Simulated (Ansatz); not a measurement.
## Molecular dynamics, with input and output: C₄H₆Cl₂Si (part 3 of 3)

C₄H₆Cl₂Si, SMILES C=C[Si](Cl)(Cl)C=C; RKS PBE-d4/def2-SVP (Ansatz 0.2.0). The geometry comes from this level: PBE0-D4/def2-TZVP.

Geometry of the input (Å):
```
C  0.7025  -0.0947  1.8694
C  0.1602  0.9424  1.2375
Si 0.0452  1.0683  -0.6025
Cl -1.5096  2.3353  -1.0480
Cl 1.7518  1.9308  -1.3552
C  -0.1957  -0.5441  -1.4703
C  -0.7430  -1.6141  -0.9008
H  1.1049  -0.9492  1.3336
H  0.7743  -0.1318  2.9525
H  -0.2221  1.7754  1.8237
H  0.1153  -0.6027  -2.5115
H  -1.0759  -1.6082  0.1326
H  -0.8874  -2.5421  -1.4464
```

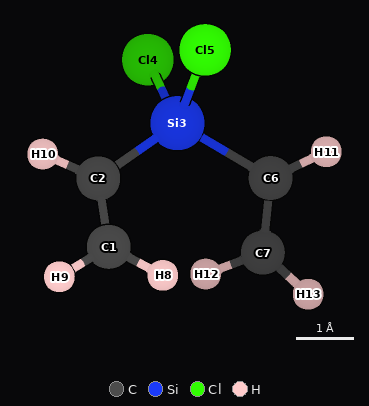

Fig. 1: The geometry at step 25 of the log (ball-and-stick view, seen at a tilt; atoms are numbered from 1 in the order of the input).

Trajectory as extended XYZ, continued
```
13
Properties=species:S:1:pos:R:3:forces:R:3 step=19 time_fs=9.5 energy=-37137.03313 temperature=291.4
C     0.6782   -0.1534    1.8459   -0.2095   1.1812  -1.6441
C     0.2479    0.9775    1.2207    0.1930  -0.9787   1.4786
Si    0.0382    1.0952   -0.5779   -0.7234  -1.3549  -1.5254
Cl   -1.5162    2.3553   -1.0742   -0.3912   0.2539   0.0279
Cl    1.7236    1.9273   -1.3258    1.1283   0.5934  -0.5101
C    -0.1788   -0.5911   -1.5444   -0.6871  -0.1507   2.0217
C    -0.7441   -1.6458   -0.8714    0.9368   1.5310  -0.1078
H     0.9688   -1.0218    1.2646    0.0296  -0.7097  -0.0426
H     0.8483   -0.1053    2.8932    0.2863  -0.3238   1.4825
H     0.1099    1.8119    1.9238   -0.3150   0.4542  -0.3200
H     0.1993   -0.7048   -2.5591    0.1943   0.0526  -0.4923
H    -1.0433   -1.4708    0.1685   -0.3020  -0.1139   0.2276
H    -0.8023   -2.6827   -1.1898   -0.1401  -0.4347  -0.5959
13
Properties=species:S:1:pos:R:3:forces:R:3 step=20 time_fs=10.0 energy=-37137.03953 temperature=295.8
C     0.6773   -0.1557    1.8426   -0.1542   1.2217  -1.1662
C     0.2527    0.9790    1.2238    0.1830  -1.1518   1.1174
Si    0.0373    1.0958   -0.5777   -0.7199  -1.3928  -1.4938
Cl   -1.5169    2.3565   -1.0756   -0.3836   0.2462   0.0375
Cl    1.7227    1.9275   -1.3246    1.1403   0.6030  -0.5175
C    -0.1777   -0.5920   -1.5474   -0.7644  -0.2777   2.1478
C    -0.7440   -1.6482   -0.8683    1.0574   1.7513  -0.3398
H     0.9599   -1.0314    1.2736    0.0299  -0.7501  -0.1622
H     0.8562   -0.1141    2.8959    0.2321  -0.2968   1.2114
H     0.1212    1.8171    1.9112   -0.3243   0.6125  -0.1047
H     0.2042   -0.7077   -2.5610    0.1854   0.0483  -0.4709
H    -1.0449   -1.4661    0.1659   -0.3365  -0.1061   0.3464
H    -0.7993   -2.6840   -1.1839   -0.1450  -0.5077  -0.6055
13
Properties=species:S:1:pos:R:3:forces:R:3 step=21 time_fs=10.5 energy=-37137.04897 temperature=302.3
C     0.6763   -0.1578    1.8392   -0.0511   1.1834  -0.6011
C     0.2574    0.9802    1.2271    0.1561  -1.2791   0.7589
Si    0.0364    1.0961   -0.5777   -0.7130  -1.4270  -1.4552
Cl   -1.5175    2.3578   -1.0770   -0.3754   0.2378   0.0471
Cl    1.7220    1.9277   -1.3233    1.1490   0.6108  -0.5235
C    -0.1767   -0.5931   -1.5499   -0.8060  -0.3849   2.2005
C    -0.7437   -1.6503   -0.8652    1.1475   1.8809  -0.5477
H     0.9510   -1.0428    1.2822    0.0118  -0.7307  -0.2458
H     0.8646   -0.1237    2.9016    0.1558  -0.2672   0.8323
H     0.1317    1.8239    1.8983   -0.3240   0.7436   0.0891
H     0.2094   -0.7104   -2.5641    0.1555   0.0493  -0.3948
H    -1.0474   -1.4616    0.1642   -0.3602  -0.1031   0.4311
H    -0.7967   -2.6865   -1.1795   -0.1458  -0.5138  -0.5909
13
Properties=species:S:1:pos:R:3:forces:R:3 step=22 time_fs=11.0 energy=-37137.05860 temperature=308.9
C     0.6753   -0.1597    1.8356    0.0905   1.0571  -0.0101
C     0.2622    0.9812    1.2306    0.1109  -1.3389   0.4255
Si    0.0354    1.0964   -0.5778   -0.7030  -1.4571  -1.4114
Cl   -1.5182    2.3591   -1.0784   -0.3665   0.2287   0.0566
Cl    1.7213    1.9279   -1.3222    1.1543   0.6166  -0.5281
C    -0.1758   -0.5942   -1.5520   -0.8140  -0.4708   2.1870
C    -0.7432   -1.6520   -0.8623    1.2040   1.9210  -0.7206
H     0.9422   -1.0559    1.2902   -0.0243  -0.6450  -0.2902
H     0.8733   -0.1339    2.9092    0.0658  -0.2320   0.4011
H     0.1414    1.8324    1.8857   -0.3122   0.8252   0.2432
H     0.2151   -0.7131   -2.5681    0.1072   0.0548  -0.2722
H    -1.0507   -1.4574    0.1635   -0.3700  -0.1073   0.4721
H    -0.7944   -2.6902   -1.1766   -0.1427  -0.4523  -0.5527
13
Properties=species:S:1:pos:R:3:forces:R:3 step=23 time_fs=11.5 energy=-37137.06563 temperature=313.8
C     0.6743   -0.1613    1.8320    0.2575   0.8446   0.5547
C     0.2670    0.9819    1.2342    0.0473  -1.3134   0.1345
Si    0.0343    1.0965   -0.5780   -0.6901  -1.4830  -1.3636
Cl   -1.5189    2.3604   -1.0798   -0.3568   0.2189   0.0662
Cl    1.7208    1.9282   -1.3210    1.1561   0.6204  -0.5312
C    -0.1752   -0.5954   -1.5537   -0.7931  -0.5341   2.1201
C    -0.7425   -1.6533   -0.8594    1.2256   1.8813  -0.8500
H     0.9332   -1.0706    1.2975   -0.0750  -0.4956  -0.2983
H     0.8823   -0.1446    2.9178   -0.0286  -0.1897  -0.0306
H     0.1504    1.8429    1.8736   -0.2878   0.8384   0.3444
H     0.2209   -0.7155   -2.5728    0.0452   0.0636  -0.1164
H    -1.0549   -1.4534    0.1639   -0.3637  -0.1201   0.4643
H    -0.7924   -2.6950   -1.1749   -0.1364  -0.3314  -0.4940
13
Properties=species:S:1:pos:R:3:forces:R:3 step=24 time_fs=12.0 energy=-37137.06788 temperature=315.3
C     0.6734   -0.1628    1.8285    0.4349   0.5596   1.0584
C     0.2719    0.9823    1.2378   -0.0330  -1.1945  -0.1044
Si    0.0332    1.0966   -0.5784   -0.6747  -1.5046  -1.3127
Cl   -1.5197    2.3617   -1.0812   -0.3464   0.2083   0.0757
Cl    1.7203    1.9285   -1.3199    1.1544   0.6222  -0.5329
C    -0.1747   -0.5967   -1.5549   -0.7495  -0.5737   2.0155
C    -0.7414   -1.6542   -0.8568    1.2128   1.7778  -0.9310
H     0.9242   -1.0865    1.3040   -0.1348  -0.2937  -0.2782
H     0.8911   -0.1558    2.9263   -0.1192  -0.1405  -0.4232
H     0.1587    1.8553    1.8624   -0.2512   0.7724   0.3875
H     0.2269   -0.7179   -2.5778   -0.0248   0.0740   0.0570
H    -1.0600   -1.4497    0.1655   -0.3409  -0.1415   0.4084
H    -0.7908   -2.7006   -1.1744   -0.1277  -0.1658  -0.4199
13
Properties=species:S:1:pos:R:3:forces:R:3 step=25 time_fs=12.5 energy=-37137.06401 temperature=312.6
C     0.6726   -0.1642    1.8252    0.6086   0.2243   1.4826
C     0.2767    0.9825    1.2414   -0.1265  -0.9862  -0.2912
Si    0.0320    1.0964   -0.5788   -0.6570  -1.5217  -1.2593
Cl   -1.5204    2.3630   -1.0826   -0.3353   0.1969   0.0850
Cl    1.7198    1.9289   -1.3188    1.1493   0.6220  -0.5333
C    -0.1743   -0.5981   -1.5557   -0.6897  -0.5888   1.8896
C    -0.7402   -1.6548   -0.8543    1.1680   1.6293  -0.9636
H     0.9147   -1.1030    1.3100   -0.1971  -0.0572  -0.2407
H     0.8997   -0.1674    2.9338   -0.1999  -0.0857  -0.7515
H     0.1664    1.8697    1.8521   -0.2044   0.6278   0.3767
H     0.2329   -0.7201   -2.5826   -0.0966   0.0840   0.2321
H    -1.0659   -1.4463    0.1680   -0.3024  -0.1703   0.3103
H    -0.7895   -2.7066   -1.1750   -0.1171   0.0256  -0.3366
13
Properties=species:S:1:pos:R:3:forces:R:3 step=26 time_fs=13.0 energy=-37137.05381 temperature=305.5
C     0.6718   -0.1655    1.8223    0.7659  -0.1335   1.8209
C     0.2815    0.9825    1.2449   -0.2283  -0.7055  -0.4333
Si    0.0307    1.0962   -0.5794   -0.6371  -1.5341  -1.2036
Cl   -1.5212    2.3644   -1.0839   -0.3235   0.1847   0.0941
Cl    1.7195    1.9293   -1.3178    1.1410   0.6198  -0.5325
C    -0.1741   -0.5996   -1.5562   -0.6201  -0.5789   1.7572
C    -0.7387   -1.6551   -0.8521    1.0950   1.4542  -0.9519
H     0.9049   -1.1197    1.3153   -0.2553   0.1933  -0.1970
H     0.9078   -0.1791    2.9395   -0.2666  -0.0277  -1.0022
H     0.1736    1.8855    1.8427   -0.1504   0.4164   0.3239
H     0.2386   -0.7220   -2.5868   -0.1645   0.0922   0.3947
H    -1.0725   -1.4434    0.1713   -0.2507  -0.2042   0.1802
H    -0.7884   -2.7125   -1.1763   -0.1053   0.2234  -0.2506
13
Properties=species:S:1:pos:R:3:forces:R:3 step=27 time_fs=13.5 energy=-37137.03840 temperature=294.7
C     0.6713   -0.1669    1.8197    0.8968  -0.4854   2.0735
C     0.2862    0.9824    1.2483   -0.3325  -0.3792  -0.5428
Si    0.0294    1.0958   -0.5800   -0.6153  -1.5419  -1.1455
Cl   -1.5220    2.3657   -1.0853   -0.3113   0.1718   0.1028
Cl    1.7192    1.9297   -1.3168    1.1295   0.6157  -0.5305
C    -0.1740   -0.6013   -1.5563   -0.5463  -0.5442   1.6306
C    -0.7370   -1.6550   -0.8500    0.9988   1.2685  -0.9032
H     0.8944   -1.1360    1.3202   -0.3044   0.4371  -0.1568
H     0.9153   -0.1909    2.9429   -0.3165   0.0312  -1.1702
H     0.1805    1.9024    1.8341   -0.0929   0.1589   0.2455
H     0.2439   -0.7238   -2.5901   -0.2238   0.0971   0.5331
H    -1.0798   -1.4409    0.1750   -0.1893  -0.2398   0.0312
H    -0.7876   -2.7179   -1.1783   -0.0928   0.4102  -0.1676
13
Properties=species:S:1:pos:R:3:forces:R:3 step=28 time_fs=14.0 energy=-37137.02021 temperature=282.1
C     0.6709   -0.1683    1.8175    0.9938  -0.8050   2.2427
C     0.2909    0.9822    1.2516   -0.4332  -0.0388  -0.6323
Si    0.0281    1.0953   -0.5808   -0.5918  -1.5450  -1.0852
Cl   -1.5228    2.3671   -1.0867   -0.2986   0.1583   0.1111
Cl    1.7190    1.9302   -1.3159    1.1151   0.6097  -0.5276
C    -0.1740   -0.6031   -1.5560   -0.4728  -0.4851   1.5192
C    -0.7351   -1.6547   -0.8481    0.8848   1.0846  -0.8269
H     0.8831   -1.1511    1.3247   -0.3408   0.6566  -0.1277
H     0.9220   -0.2027    2.9434   -0.3482   0.0887  -1.2546
H     0.1871    1.9196    1.8260   -0.0354  -0.1198   0.1581
H     0.2487   -0.7253   -2.5922   -0.2706   0.0980   0.6388
H    -1.0874   -1.4390    0.1788   -0.1223  -0.2740  -0.1230
H    -0.7871   -2.7223   -1.1806   -0.0800   0.5717  -0.0928
13
Properties=species:S:1:pos:R:3:forces:R:3 step=29 time_fs=14.5 energy=-37137.00260 temperature=269.9
C     0.6707   -0.1699    1.8157    1.0516  -1.0700   2.3298
C     0.2955    0.9819    1.2548   -0.5251   0.2846  -0.7120
Si    0.0267    1.0947   -0.5816   -0.5666  -1.5432  -1.0227
Cl   -1.5237    2.3685   -1.0880   -0.2855   0.1443   0.1188
Cl    1.7189    1.9308   -1.3149    1.0979   0.6019  -0.5239
C    -0.1741   -0.6049   -1.5555   -0.4030  -0.4025   1.4295
C    -0.7330   -1.6542   -0.8464    0.7584   0.9114  -0.7325
H     0.8711   -1.1648    1.3289   -0.3628   0.8383  -0.1141
H     0.9279   -0.2142    2.9409   -0.3603   0.1424  -1.2563
H     0.1937    1.9365    1.8184    0.0190  -0.3954   0.0764
H     0.2528   -0.7266   -2.5927   -0.3022   0.0942   0.7061
H    -1.0954   -1.4378    0.1822   -0.0540  -0.3034  -0.2694
H    -0.7867   -2.7254   -1.1832   -0.0673   0.6973  -0.0296
13
Properties=species:S:1:pos:R:3:forces:R:3 step=30 time_fs=15.0 energy=-37136.98906 temperature=260.5
C     0.6707   -0.1717    1.8144    1.0668  -1.2628   2.3345
C     0.3000    0.9818    1.2578   -0.6041   0.5643  -0.7888
Si    0.0252    1.0939   -0.5826   -0.5398  -1.5364  -0.9581
Cl   -1.5246    2.3699   -1.0894   -0.2722   0.1297   0.1259
Cl    1.7189    1.9313   -1.3140    1.0780   0.5925  -0.5194
C    -0.1743   -0.6069   -1.5546   -0.3393  -0.2979   1.3658
C    -0.7308   -1.6535   -0.8448    0.6249   0.7547  -0.6288
H     0.8582   -1.1764    1.3328   -0.3702   0.9727  -0.1187
H     0.9329   -0.2254    2.9354   -0.3520   0.1904  -1.1763
H     0.2003    1.9525    1.8109    0.0682  -0.6474   0.0107
H     0.2562   -0.7276   -2.5915   -0.3168   0.0857   0.7314
H    -1.1035   -1.4373    0.1851    0.0115  -0.3255  -0.3971
H    -0.7865   -2.7268   -1.1858   -0.0551   0.7801   0.0190
```

Summary

```tsv
quantity	value
outcome	finished
mean temperature over the second half	296 K
trajectory	30 steps, 15 fs
ensemble	nve
temperature in the input	500 K
time step	0.5 fs
potential energy (last step)	−37136.9891 eV
mean-field energy (last step)	−37136.5593 eV
dispersion energy (last step)	−0.4298 eV
SCF solution under orbital rotations (last step)	stable
largest force (length of the vector) (last step)	2.861 eV/Å
dipole moment (last step)	2.46 D
wall time	49 s (CPU time 3.1 min)
peak memory	0.78 GiB
```

Remarks

So short a trajectory is not equilibrated.
